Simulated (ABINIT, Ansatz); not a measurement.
# BaZrO3 (Pm-3m): zone-centre phonons, part 3 of 3

Which modes does BaZrO3 (Pm-3m) have at the zone centre?

ABINIT 10.8.3; DFT LDA, scalar-relativistic, plane waves, PseudoDojo norm-conserving pseudopotentials.

So far, mean static dielectric tensor (ions relaxed, fixed cell): step 6 (zone-centre analysis) 64.4.

## Step 7: The same in Ansatz

The same cell goes through another code at the same cutoff. The files are of one family, but Ansatz's library holds files of its own making for some heavy elements, so those for Ba may differ.

This step: DFT LDA, scalar-relativistic, plane waves, norm-conserving pseudopotentials of its library (PseudoDojo's, some remade) (Ansatz 0.2.0).

File input.yaml:

```yaml
crystal:
  lattice:
    - [4.1496906345, 0.0, 0.0]
    - [0.0, 4.1496906345, 0.0]
    - [0.0, 0.0, 4.1496906345]
  atoms:
    - { symbol: Ba, position: [0.0, 0.0, 0.0] }
    - { symbol: Zr, position: [0.5, 0.5, 0.5] }
    - { symbol: O, position: [0.0, 0.5, 0.5] }
    - { symbol: O, position: [0.5, 0.0, 0.5] }
    - { symbol: O, position: [0.5, 0.5, 0.0] }
kpoints:
  mp_grid: { grid: [6, 6, 6] }
hamiltonian:
  xc: lda
  pseudopotentials: { kind: nc, accuracy: standard }
scf:
  occupations: { method: fixed }
output:
  eigenvalues: true
basis:
  ecutwfc: 979.61
phonons:
  method: dfpt
  dielectric: true
  rigid_motions: translations
```

Launch:

```console
ansatz run input.yaml --threads 4 --pin off --max-ram 16384MiB --backend cpu --events-out ev --progress --plain --runs-dir out
```

What it wrote:

```text
Warning: basis.ecutwfc = 979.61 eV is below the records' recommended 1142.878222 eV, and the density's cutoff is lower with it unless basis.ecutrho_ratio is high enough to keep the records' density cutoff: compare with a run at a higher cutoff
Engine: ansatz 0.2.0, x86_64-unknown-linux-gnu
Pseudopotentials: kind: nc
Pseudopotential: Ba, nc, valence charge 10, recommended cutoff 770 eV (normal), Ba.nc.azcp (PseudoDojo's, or run here from an input of PseudoDojo's; its table is named by hamiltonian.pseudopotentials.accuracy)
Pseudopotential: Zr, nc, valence charge 12, recommended cutoff 952.398519 eV (normal), Zr.nc.azcp (PseudoDojo's, or run here from an input of PseudoDojo's; its table is named by hamiltonian.pseudopotentials.accuracy)
Pseudopotential: O, nc, valence charge 6, recommended cutoff 1142.878222 eV (normal), O.nc.azcp (PseudoDojo's, or run here from an input of PseudoDojo's; its table is named by hamiltonian.pseudopotentials.accuracy)
Functional definition: SPW92
  exchange = slater_x
  correlation = pw_c
Crystal: 5 atoms, lattice volume = 71.457 Å³
Basis set: ecut = 979.61 eV, 4945 PW (Γ), exchange–correlation on 90×90×90 points (8 copies of the dense FFT grid, shifted against one another)
Bands: 25, of which v1, the nominal top of the filled ones, is band 20 counted from 1 (19 counted from 0)
Symmetry: 48 space group operations
k-points: 80 of 216 (irreducible under 2 space group operations, time reversal used)
Non-local potential: Ba, projectors of the file, l = 0: 2, l = 1: 2, l = 2: 2, l = 3: 2
Non-local potential: Zr, projectors of the file, l = 0: 2, l = 1: 2, l = 2: 2
Non-local potential: O, projectors of the file, l = 0: 2, l = 1: 2, l = 2: 1
Initial density: superposition of atomic densities (chi_scale 0.1, normalization cell, long waves kept (reshape's long-wave potential 0.00 eV rms))
Initial wavefunctions: pseudopotential atomic-orbital guess
Functional: x = slater, c = lda
SCF iter   1: F=—  HF=-3501.839767 eV  |F-HF|=—  |Δ(HF+E_count)|=         —  Δρ=5.13e-2  dr2=1.24e0  ethr=3.10e-3  ⟨swp⟩=7.4  Hψ=9293  notcnv=0  defer=186
preconditioner: auto → Resta (q_TF=auto, 2.477 Å⁻¹)  ε∞=3.8  [insulator: Δε(μ)=2.891 eV  Ē_g=16.150 eV  n_scr=18 (ndim 8)  ℏωp=27.1 eV  f_vac=0.000  ε∞_Penn≈3.8]
SCF iter   2: F=—  HF=-3501.524207 eV  |F-HF|=—  |Δ(HF+E_count)|=   3.16e-1  Δρ=2.30e-2  dr2=3.50e-1  ethr=3.09e-3  ⟨swp⟩=3.2  Hψ=3602  notcnv=0  defer=202
SCF iter   3: F=—  HF=-3501.430602 eV  |F-HF|=—  |Δ(HF+E_count)|=   9.36e-2  Δρ=1.34e-2  dr2=8.92e-2  ethr=8.74e-4  ⟨swp⟩=3.9  Hψ=3622  notcnv=0  defer=211
SCF iter   4: F=—  HF=-3501.409900 eV  |F-HF|=—  |Δ(HF+E_count)|=   2.07e-2  Δρ=2.40e-3  dr2=1.78e-3  ethr=2.23e-4  ⟨swp⟩=3.3  Hψ=3436  notcnv=0  defer=215
SCF iter   5: F=—  HF=-3501.410165 eV  |F-HF|=—  |Δ(HF+E_count)|=   2.65e-4  Δρ=6.81e-4  dr2=1.53e-4  ethr=4.46e-6  ⟨swp⟩=2.9  Hψ=3740  notcnv=0  defer=232
SCF iter   6: F=—  HF=-3501.410153 eV  |F-HF|=—  |Δ(HF+E_count)|=   1.23e-5  Δρ=1.23e-4  dr2=4.00e-6  ethr=3.83e-7  ⟨swp⟩=2.2  Hψ=3099  notcnv=0  defer=229
SCF iter   7: F=—  HF=-3501.410096 eV  |F-HF|=—  |Δ(HF+E_count)|=   5.72e-5  Δρ=2.19e-5  dr2=1.81e-7  ethr=1.00e-8  ⟨swp⟩=2.5  Hψ=3691  notcnv=0  defer=229
SCF iter   8: F=—  HF=-3501.410096 eV  |F-HF|=—  |Δ(HF+E_count)|=  2.96e-10  Δρ=3.91e-6  dr2=6.57e-9  ethr=4.52e-10  ⟨swp⟩=2.1  Hψ=3259  notcnv=0  defer=229
SCF iter   9: F=-3501.410096 eV  HF=-3501.410096 eV  |F-HF|=2.46e-11  |Δ(HF+E_count)|=  2.51e-10  Δρ=3.61e-7  dr2=6.39e-11  ethr=1.00e-12  ⟨swp⟩=21.7  Hψ=23506  notcnv=0
SCF 1 converged in 9 iterations: F = -3501.410096 eV  dr2 = 6.39e-11
DFPT response loops at Γ: preconditioner auto → none (the input reference at scf.mixing.eps_inf says where Resta's filter doesn't serve); β = 0.50; Broyden in place of MSR1
── the response to a field inside a basis, on 6×6×6 k-points: an SCF that follows is theirs, and a resumed run solves both again ──
Bands: 21, of which v1, the nominal top of the filled ones, is band 20 counted from 1 (19 counted from 0)
k-points: 10 of 216
Initial density: handed on by an earlier stage of this run
Initial wavefunctions: pseudopotential atomic-orbital guess (no wavefunctions were taken with the density)
Eigensolver: Dense (10 Hₖ)
SCF iter   1: F=—  HF=-3501.406560 eV  |F-HF|=—  |Δ(HF+E_count)|=         —  Δρ=5.74e-4  dr2=2.04e-5  ethr=1.00e-1
preconditioner: auto → Resta (q_TF=auto, 2.477 Å⁻¹)  ε∞=4.3  [insulator: Δε(μ)=3.604 eV  Ē_g=15.012 eV  n_scr=18 (ndim 8)  ℏωp=27.1 eV  f_vac=0.000  ε∞_Penn≈4.3]
SCF iter   2: F=—  HF=-3501.406565 eV  |F-HF|=—  |Δ(HF+E_count)|=   4.47e-6  Δρ=2.94e-4  dr2=5.14e-6  ethr=5.11e-8
SCF iter   3: F=—  HF=-3501.406567 eV  |F-HF|=—  |Δ(HF+E_count)|=   2.16e-6  Δρ=8.28e-5  dr2=9.35e-7  ethr=1.28e-8
SCF iter   4: F=-3501.406567 eV  HF=-3501.406567 eV  |F-HF|=2.36e-10  |Δ(HF+E_count)|=   2.08e-8  Δρ=3.82e-6  dr2=5.23e-9  ethr=2.34e-9
SCF 1 converged in 4 iterations: F = -3501.406567 eV  dr2 = 5.23e-9
DFPT response loops at Γ: mixed as the last ones told, above
SCF converged after 9 iterations
Free energy (F): -3501.410096 eV
Harris-Foulkes:  -3501.410096 eV  (|F-HF|=2.46e-11)
Internal energy: -3501.410096 eV  (E = F + TS)
E sigma→0 (E₀):  -3501.410096 eV
Fermi energy:    9.909393 eV
--- Per-component energies (eV) ---
  E_band       = -82.461448
  E_kinetic    = 1476.505201
  E_local      = -2160.517057  (includes V_loc(G=0)·N_el)
  E_nonlocal   = 34.609381
  E_hartree    = 660.389608
  E_xc         = -791.583499
  E_vxc        = -753.837888  (∫ρ·V_xc dr)
  E_ewald      = -2720.813729
  E_smearing   = -0.000000  (= −TS)
  E_closure    = 0.000000  (closes the sum)
  Σ components = -3501.410096   (vs F -3501.410096, Δ=0.00e0)
--- Band table (eV; the first three rows and the last of 80) ---
  k-point 0: bands = [... 16 lower, 8.8553, 9.7591, 9.7591, 9.7591, 13.1109, 13.1109, 13.1109, 14.5917, ... 1 higher]
  k-point 1: bands = [... 16 lower, 8.6567, 9.0695, 9.6729, 9.6729, 13.1977, 13.7510, 13.7510, 15.0333, ... 1 higher]
  k-point 2: bands = [... 16 lower, 8.3110, 8.3338, 9.5698, 9.5698, 13.3925, 15.0362, 15.0362, 15.9514, ... 1 higher]
  k-point 79: bands = [... 16 lower, 7.3957, 9.9094, 9.9094, 9.9094, 16.0688, 16.0688, 16.0688, 17.1427, ... 1 higher]
--- Phonons (Γ-DFPT): 4 representative perturbations + reference, on 80 of 216 k-points (Σ response iterations 13) ---
  k mesh reduced under 2 symmetry operations, with k and −k counted as one. Each operation leaves every solved perturbation unchanged. A smaller set is not considered because the run solves the response to a homogeneous field
  ASR residual: 5.426e-4 → 0.000e0 eV/Å²; symmetrization residual: 6.814e-6 eV/Å²
  ASR residual per site (eV/Å²): 1.63e-4 5.43e-4 4.08e-4 4.08e-4 4.08e-4
  Γ frequencies (cm⁻¹): 0.00 0.00 0.00 88.84 88.84 88.84 167.68 167.68 167.68 193.20 193.20 193.20 524.91 524.91 524.91
  ε∞ (high-frequency dielectric tensor):
        4.893850     0.000000     0.000000
        0.000000     4.893850     0.000000
        0.000000     0.000000     4.893850
  ε⁰ (static dielectric tensor: ions relaxed, cell fixed):
       74.405360    -0.000000    -0.000000
       -0.000000    74.405360     0.000000
       -0.000000     0.000000    74.405360
  ε⁰ − ε∞ (ionic part):
       69.511510    -0.000000    -0.000000
       -0.000000    69.511510     0.000000
       -0.000000     0.000000    69.511510
  softest optical mode at Γ: 88.84 cm⁻¹; the repairs (sum rule, projections) moved no ω² at Γ by more than (2.94 cm⁻¹)²
  Born effective charges Z* (e; rows j = field, columns β = displacement):
    site 0:
         2.74532   -0.00000   -0.00000
        -0.00000    2.74532    0.00000
         0.00000    0.00000    2.74532
    site 1:
         6.09966   -0.00000   -0.00000
        -0.00000    6.09966    0.00000
         0.00000   -0.00000    6.09966
    site 2:
        -4.78024    0.00000   -0.00000
         0.00000   -2.03237    0.00000
         0.00000    0.00000   -2.03237
    site 3:
        -2.03237   -0.00000    0.00000
         0.00000   -4.78024    0.00000
        -0.00000    0.00000   -2.03237
    site 4:
        -2.03237    0.00000   -0.00000
        -0.00000   -2.03237    0.00000
         0.00000    0.00000   -4.78024
  Z* charge neutrality: 8.705e-3 e pre-enforcement
  solved inside a basis spanned on kpoints, on 6×6×6 k-points, its susceptibility summed on 10×10×10: ε∞ is read to err by 1.6e-2, Z* by 3.2e-2 e (field_mesh: kpoints solves on kpoints); Z* is corrected for what the basis lacks
  optical modes at Γ without the LO–TO term, one row a degenerate level:
      ω (cm⁻¹)  modes    IR ((D/Å)²/amu)
         88.84      3            40.5865
        167.68      3             0.0000
        193.20      3            59.8779
        524.91      3            66.1538
  optical modes at Γ + LO–TO along q̂ = [1.0000, 0.0000, 0.0000]:
      ω (cm⁻¹)  modes    IR ((D/Å)²/amu)
         88.84      2            27.0577
        135.30      1             0.1491
        167.68      3             0.0000
        193.20      2            39.9186
        364.06      1             6.4762
        524.91      2            44.1025
        713.19      1            48.9140
  optical modes at Γ + LO–TO along q̂ = [0.0000, 1.0000, 0.0000]:
      ω (cm⁻¹)  modes    IR ((D/Å)²/amu)
         88.84      2            27.0577
        135.30      1             0.1491
        167.68      3             0.0000
        193.20      2            39.9186
        364.06      1             6.4762
        524.91      2            44.1025
        713.19      1            48.9140
  optical modes at Γ + LO–TO along q̂ = [0.0000, 0.0000, 1.0000]:
      ω (cm⁻¹)  modes    IR ((D/Å)²/amu)
         88.84      2            27.0577
        135.30      1             0.1491
        167.68      3             0.0000
        193.20      2            39.9186
        364.06      1             6.4762
        524.91      2            44.1025
        713.19      1            48.9140
```

The job ended after 58 s (4 threads of Intel Xeon Platinum 8488C (Sapphire Rapids), shared host; peak memory 2.2 GiB; 3.7 min of CPU time).

This step gave:

* gap on the k-mesh: 3.201 eV
* sum-rule residual before enforcement: 5.43e-4 eV/Å²
* miss of the charge sum rule: 0.008705 e
* estimated error of the dielectric tensor: 0.01580
* estimated error of the Born charges: 0.03228 e
* lowest optical zone-centre mode: 88.84 cm⁻¹
* mean high-frequency dielectric constant: 4.894
* largest Born charge in size (third of the trace): 6.100 e
* mean static dielectric constant: 74.41
* highest mode moved by the LO-TO term: 713.2 cm⁻¹

Transverse modes. Lines of the infrared spectrum (strongest = 100):

```
position (cm⁻¹)  label  IR intensity ((D/Å)²/amu), degenerate modes summed, relative
             89    T1u                                                            61
            168    T2u                                                           0.0
            193    T1u                                                            91
            525    T1u                                                           100
```

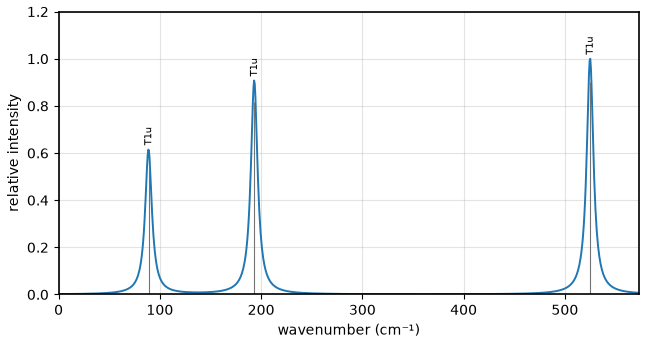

The infrared spectrum, broadened with Lorentzians of width 8 cm⁻¹; bars mark the lines.

## Step 8: The two compared: ABINIT PseudoDojo and Ansatz, library NC

Numbers from this step:

```
root-mean-square difference : 5.03 cm⁻¹
largest difference          : 8.5 cm⁻¹
```

Optical modes, paired by symmetry label. Frequencies side by side, by row:

```
q (reciprocal lattice)  mode  ABINIT PseudoDojo (cm⁻¹)  Ansatz, library NC (cm⁻¹)
                 0 0 0     4                      97.3                       88.8
                 0 0 0     5                      97.3                       88.8
                 0 0 0     6                      97.3                       88.8
                 0 0 0     7                       173                      167.7
                 0 0 0     8                       173                      167.7
                 0 0 0     9                       173                      167.7
                 0 0 0    10                     194.1                      193.2
                 0 0 0    11                     194.1                      193.2
                 0 0 0    12                     194.1                      193.2
                 0 0 0    13                     524.9                      524.9
                 0 0 0    14                     524.9                      524.9
                 0 0 0    15                     524.9                      524.9
```

The two runs side by side. Further quantities:

```
                                                                               quantity  ABINIT PseudoDojo  Ansatz, library NC
                                                                                mean ε∞              4.902               4.894
largest Born charge in size (e; the first before, the second after the charge sum rule)              6.114                 6.1
                                                       summed IR intensity ((D/Å)²/amu)              167.5               166.6
```

At the zone centre the largest difference (acoustic modes at Γ apart) is 2 % of the highest mode, but 9 % of the mode at 97 cm⁻¹ on which it sits.

## Step 9: What came out

```yaml
space_group_after_relaxation: Pm-3m
volume_per_atom: 14.3 Å³
highest_optical_zone_centre_mode_no_lo_to_term: 524.9 cm⁻¹
lowest_optical_zone_centre_mode: 97.3 cm⁻¹
highest_mode_moved_by_the_lo_to_term: 714.0 cm⁻¹
mean_high_frequency_dielectric_constant: 4.90
largest_born_charge_in_size_third_of_the_trace: 6.11 e
mean_static_dielectric_constant: 64.4
imaginary_optical_modes_at_the_zone_centre_no_q_mesh_in_this_session: none
largest_difference_from_ansatz_library_nc: 8.5 cm⁻¹
```

What this shows: At the LDA level the optical modes of BaZrO3 (Pm-3m) at the zone centre (no LO-TO term) run from 97 to 525 cm⁻¹. The base run prints -0.78 GPa, mostly the error of a finite basis; the relaxation, with a smoothed and higher cutoff, had brought the cell to rest. Along the directions run, the highest mode that the macroscopic field moves lies at 714 cm⁻¹. Lattice motion raises the mean dielectric constant from 4.902 to 64.45. ABINIT PseudoDojo and Ansatz, library NC differ by 5.0 cm⁻¹ in the root mean square and by 8.5 cm⁻¹ at most, 1.6 % of the highest mode compared (acoustic modes at Γ left out); the two use different potentials, and the cell was not relaxed for the second set. These are harmonic frequencies at zero temperature: anharmonic shifts and linewidths and thermal expansion are left out. Spin-orbit coupling is left out, which can matter for the heavy elements here. The published file for Ba has no f projectors, which tends to make oxide cells too large. Ansatz warns that the cutoff lies 14 % under the one recommended for these files; agreement at one cutoff is not convergence. The total energies of the two programs lie far apart, so at least one potential file in Ansatz's library differs from the published one read by the first program.

Computed beside measured:

| quantity | measured | LDA PseudoDojo norm-conserving, ABINIT | LDA norm-conserving PseudoDojo |
| --- | --- | --- | --- |
| lattice constant a (Å) | 4.1947 | 4.150 (-1.1 %) | - |
| static dielectric constant (mean of the tensor) | 36 | 64.45 (+79.0 %) | 74.41 (+106.7 %) |
| infrared mode, TO1 at Gamma, T1u (cm⁻¹) | 116 | 97 (-16.1 %) | 89 (-23.4 %) |
| infrared mode, TO2 at Gamma, T1u (cm⁻¹) | 214 | 194 (-9.3 %) | 193 (-9.7 %) |
| infrared mode, TO3 at Gamma, T1u (cm⁻¹) | 520 | 525 (+0.9 %) | 525 (+0.9 %) |

Measured values from pmc:9457899 (2022), arxiv:1312.3131 (2013) and arxiv:1907.02008 (2019).

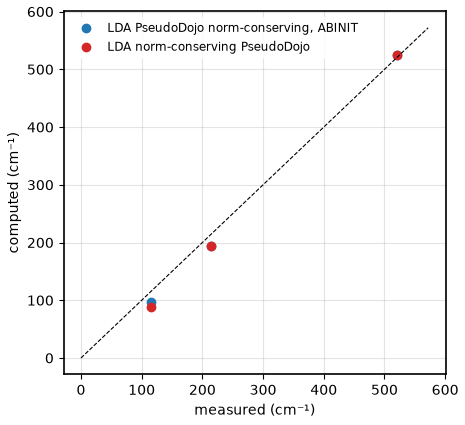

Computed against measured frequencies; the dashed line marks agreement.

How well it matches: Measured modes were matched to the nearest mode of that symmetry; at LDA PseudoDojo norm-conserving, ABINIT, 3 of them have a partner, and the computed frequencies miss them by 8.8 % on average (mean signed -8.2 %), which is a clear miss. The lattice constant a is off by -1.1 %: fair agreement. The static dielectric constant is off by +79.0 % at LDA PseudoDojo norm-conserving, ABINIT. The grades are ours: good and fair within 0.7 and 1.5 % for the lattice constant a, 10 and 25 % for the static dielectric constant and 3 and 7 % for the infrared mode. Zero-point motion and thermal expansion (measured at up to 300 K) are not in the computed lattice constants, static dielectric constant and infrared mode.

[Host names and launcher messages were left out of these logs when they were recorded.]

[Logs are printed without paths, hosts, clocks, repeated set-up lines and the standing remarks that a program may print on its own settings, such as how far it seeks lower states.]

[Hosts, paths, dates, database ids (printed as entryN), source tags and the programs' standing remarks are cut or masked in the printed files.]
